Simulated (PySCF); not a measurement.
Vertical excitations of a molecule C₃H₇BFN from TDA-PBE/def2-SVPD run with PySCF 2.14.0, as energy in eV (oscillator strength): 5.85 (0.145), 5.90 (0.001), 6.01 (0.000), 6.52 (0.235), 6.82 (0.011), 6.99 (0.018), 7.02 (0.005), 7.14 (0.016), 7.20 (0.003), 7.57 (0.000). Lowest triplet (TDA): 3.93 eV. Geometry: ωB97X-D3(BJ)/def2-SVP. One conformer was computed; it need not be the lowest.

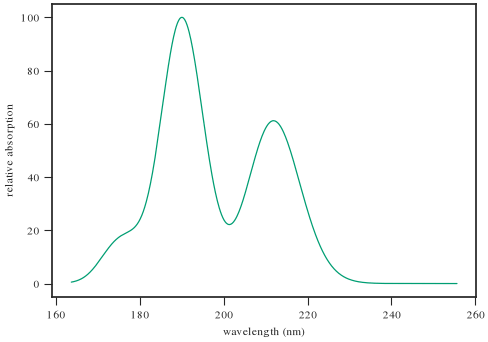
Figure. The lines broadened by 0.4 eV.

Problem. Identify the compound among the candidates.
A) NB1CC[C@@H]1F
B) CB(N)/C=C\F
C) C=C(C)B(N)F
D) C=CCB(N)F

Solution. B, CB(N)/C=C\F
